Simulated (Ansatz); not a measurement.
**wB97M-V/cc-pVDZ run of BBr2F (dibromofluoroborane)**

What is the vertical singlet–triplet gap of BBr2F (dibromofluoroborane) at wB97M-V/cc-pVDZ? 

The results are computed with Ansatz 0.2.0.

49 further runs of the same task are left out: 49 set aside as unsound or not needed.

## (1) The molecule

The species is BBr2F (4 atoms), meant as a singlet with charge 0. SMILES: `FB(Br)Br`. The coordinates come from a PBE0-D4/def2-TZVP relaxation.

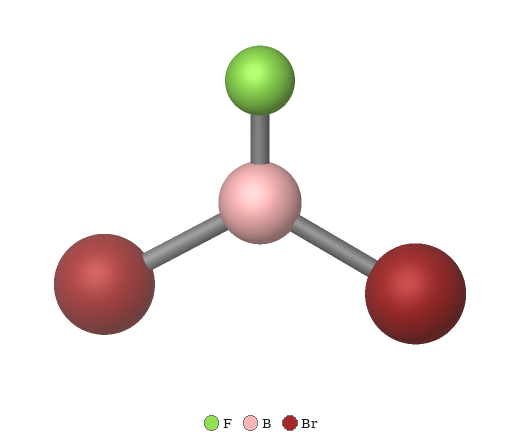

The structure, seen from a chosen angle (fluorine green, boron pink, bromine red).

## (2) The energy at wB97M-V/cc-pVDZ

File job.yaml:

```yaml
crystal:
  periodic: [false, false, false]
  atoms:
    - {symbol: F, position_ang: [1.316550, 0.465960, 0.364370]}
    - {symbol: B, position_ang: [0.123960, 0.043770, 0.034160]}
    - {symbol: Br, position_ang: [-0.483040, -1.629420, 0.701450]}
    - {symbol: Br, position_ang: [-0.957470, 1.119690, -1.099980]}
basis:
  gaussian: {orbitals: cc-pVDZ}
magnetization: {spin_polarized: false, initial_magnetization: 0}
hamiltonian: {xc: {name: wB97M-V}}
accuracy: high
output: {orbitals: {seedname: orbitals}}
```

Launch:

```sh
$ ansatz run job.yaml --threads 1 --pin off --max-ram 3480MiB --events-out events.jsonl --progress --plain --runs-dir runs
```

Output:

```text
Warning: RAYON_NUM_THREADS=1 ignored (pool sized by the plan → 1); use --threads N
Functional definition: wB97M-V
  name "wB97M-V"
  parameter omega = 0.3/bohr
  parameter cx = 0.15
  parameter cx01 = 1.007
  parameter cx10 = 0.259
  parameter css00 = 0.443
  parameter css04 = -1.437
  parameter css10 = -4.535
  parameter css20 = -3.390
  parameter css43 = 4.278
  parameter cos00 = 1.000
  parameter cos10 = 1.358
  parameter cos20 = 2.924
  parameter cos21 = -8.812
  parameter cos60 = -1.390
  parameter cos61 = 9.142
  parameter b = 6.0
  parameter c = 0.01
  gx(w, u) = 1 - cx + cx01*u + cx10*w
  gss(w, u) = css00 + css04*u^4 + css10*w + css20*w^2 + css43*w^4*u^3
  gos(w, u) = cos00 + cos10*w + (cos20 + cos21*u)*w^2 + (cos60 + cos61*u)*w^6
  exchange = spin_sum(e_x_unif_sr(omega)*gx(b97_w, b97_u_x)) + cx*exact_x_sr(omega) + exact_x_lr(omega)
  correlation = spin_sum(e_c_pw_mod_same_spin*gss(b97_w, b97_u_same))
      + integral(e_c_pw_mod_opposite_spin*gos(b97_w_opposite, b97_u_opposite)) + vv10(b, c)
1658 factors; integrals over basis functions are off by at most 4.6e-9 eV
292 factors; integrals over basis functions are off by at most 1.5e-9 eV
mean field evaluation 1: about -143477.7819 eV, gradient 2.7e1 eV
mean field evaluation 2: about -143477.8109 eV, gradient 3.1e1 eV
mean field evaluation 4: about -143479.2852 eV, gradient 1.1e0 eV
mean field evaluation 8: about -143479.3473 eV, gradient 4.0e-2 eV
mean field evaluation 16: about -143479.3474 eV, gradient 3.1e-5 eV
mean field -143479.34735674 eV, -5272.7687615654 hartree, gradient 1.3e-8 eV, S^2 0.000000; 0 other end points of the search recorded, 0 dependent functions left out
reference -143479.34735988 eV, -5272.7687616809 hartree; 42, 42 occupied and 40, 40 virtual orbitals, 1658 factors
Total energy: -143479.34735988 eV, -5272.7687616809 hartree
```

Run time: 27 s. Hardware: 1 thread of AMD EPYC 9R45 (Zen 5), shared host; peak memory 0.56 GiB.

## (3) The triplet, same level

File run.yaml:

```yaml
basis:
  gaussian:
    orbitals: cc-pVDZ
crystal:
  periodic: [false, false, false]
  atoms:
    - {symbol: F, position_ang: [1.316550, 0.465960, 0.364370]}
    - {symbol: B, position_ang: [0.123960, 0.043770, 0.034160]}
    - {symbol: Br, position_ang: [-0.483040, -1.629420, 0.701450]}
    - {symbol: Br, position_ang: [-0.957470, 1.119690, -1.099980]}
magnetization:
  spin_polarized: true
  initial_magnetization: 2
hamiltonian:
  xc: {name: wB97M-V}
accuracy: high
output: {orbitals: {seedname: orbitals}}
```

Launch:

```sh
$ ansatz run run.yaml --threads 1 --pin off --max-ram 3480MiB --events-out events.jsonl --progress --plain --runs-dir runs
```

Output, cut to the lines that bear on the results:

```text
Warning: RAYON_NUM_THREADS=1 ignored (pool sized by the plan → 1); use --threads N
[... 2 set-up lines as earlier in the session ...]
[...]
  gx(w, u) = 1 - cx + cx01*u + cx10*w
  gss(w, u) = css00 + css04*u^4 + css10*w + css20*w^2 + css43*w^4*u^3
  gos(w, u) = cos00 + cos10*w + (cos20 + cos21*u)*w^2 + (cos60 + cos61*u)*w^6
[...]
      + integral(e_c_pw_mod_opposite_spin*gos(b97_w_opposite, b97_u_opposite)) + vv10(b, c)
1658 factors; integrals over basis functions are off by at most 4.6e-9 eV
292 factors; integrals over basis functions are off by at most 1.5e-9 eV
[...]
mean field -143473.10778556 eV, -5272.5394615541 hartree, gradient 8.1e-8 eV, S^2 2.007252; 6 other end points of the search recorded, 0 dependent functions left out
reference -143473.10778871 eV, -5272.5394616698 hartree; 43, 41 occupied and 39, 41 virtual orbitals, 1658 factors
Total energy: -143473.10778871 eV, -5272.5394616698 hartree
```

Run time: 2 min. Hardware: 1 thread of AMD EPYC 9R45 (Zen 5), shared host; peak memory 1 GiB.

## (4) Summary of results

Level: wB97M-V/cc-pVDZ.

```
                                        quantity           value
                           singlet: total energy  -5272.76876 Eh
                            singlet: HOMO energy       -10.70 eV
                            singlet: LUMO energy         1.01 eV
                          singlet: HOMO–LUMO gap        11.71 eV
                           triplet: total energy  -5272.53946 Eh
     triplet: HOMO energy (highest over α and β)        -4.65 eV
                                   triplet: ⟨S²⟩           2.007
vertical energy of the triplet above the singlet        6.240 eV
```

**Reading.** At this shape the triplet lies 6.24 eV (602 kJ/mol) above the singlet.
